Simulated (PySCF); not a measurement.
SMILES Cl[Si](Cl)(Cl)[SiH2][SiH2][SeH] at its GFN2-xTB optimised geometry (Å):

```
12

Cl    -0.4675    -2.0894     1.6880
Si     0.0946    -1.1015     0.0000
Cl    -0.4951    -2.2258    -1.5761
Cl     2.1352    -1.1015     0.0000
Si    -0.6755     1.1015     0.0000
Si     0.3749     2.4160     1.6271
Se     0.4295     1.3653     3.6717
H     -2.1352     1.0859     0.1645
H     -0.4338     1.7015    -1.3184
H     -0.3262     3.6515     1.9735
H      1.7638     2.7675     1.3177
H      1.0345     0.1486     3.2177
```

Computed with PBE0/def2-TZVP (PySCF). Cells within 0.4 Å of a nucleus heavier than hydrogen are left out (blank, or x).

Map of the HOMO amplitude (bohr^(-3/2)) on the plane z = 0.0 Å; orbital energy -7.02 eV, overall sign arbitrary:

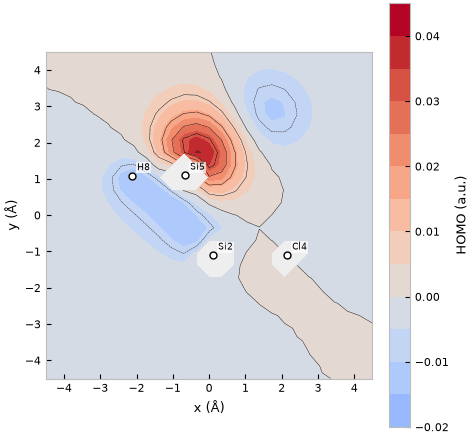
Figure: HOMO amplitude (bohr^(-3/2)) on the plane z = 0.0 Å.
